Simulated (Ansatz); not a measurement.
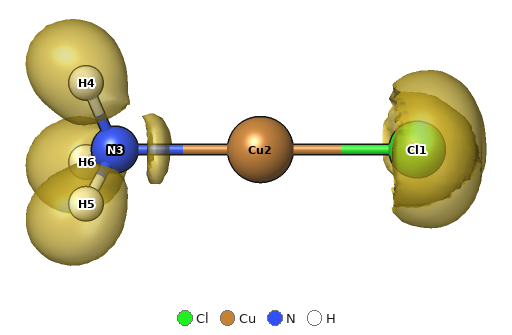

The picture shows: ClCuH3N (SMILES [NH3+][Cu-][Cl]). Isosurface of the ELF at 0.85 (yellow), seen from one side. Core shells and regions of very low density are left out.

Geometry: PBE0-D4/def2-SVP.

Theory: isolated molecule in a Gaussian basis; Kohn-Sham density functional theory, functional PBE0 in Ansatz 0.2.0.

Input file:

```
crystal:
  periodic: [false, false, false]
  atoms:
    - {symbol: Cl, position_ang: [3.095745, 0.173820, -0.933238]}
    - {symbol: Cu, position_ang: [1.096190, 0.054298, -0.334132]}
    - {symbol: "N", position_ang: [-0.761134, -0.056552, 0.222488]}
    - {symbol: H, position_ang: [-1.132590, -1.004296, 0.138772]}
    - {symbol: H, position_ang: [-1.367507, 0.545908, -0.336587]}
    - {symbol: H, position_ang: [-0.888705, 0.222821, 1.196597]}
basis:
  gaussian:
    orbitals: def2-TZVPD
hamiltonian:
  xc: {name: PBE0}
output:
  forces: true
  orbitals: {seedname: orbitals}
```

Launched as:

```sh
ansatz run input.yaml --threads 2 --pin off --max-ram 5220MiB --events-out events.jsonl --progress --plain --runs-dir runs
```

### Describe the localisation domains.

At this value the surface marks out three regions around hydrogen nuclei, one lobe of the valence shell of N pointing towards Cu and one ring or bowl of non-bonding electrons around Cl. Profiles from the grid: Cu–N (1.94 Å): the ELF peaks at about 0.95 in the valence shell of N, 0.6 Å from its nucleus, and is about 0.25 at the midpoint. Cu–Cl (2.09 Å): the ELF peaks at about 0.80 in the valence shell of Cl, 0.8 Å from its nucleus, and is about 0.45 at the midpoint.
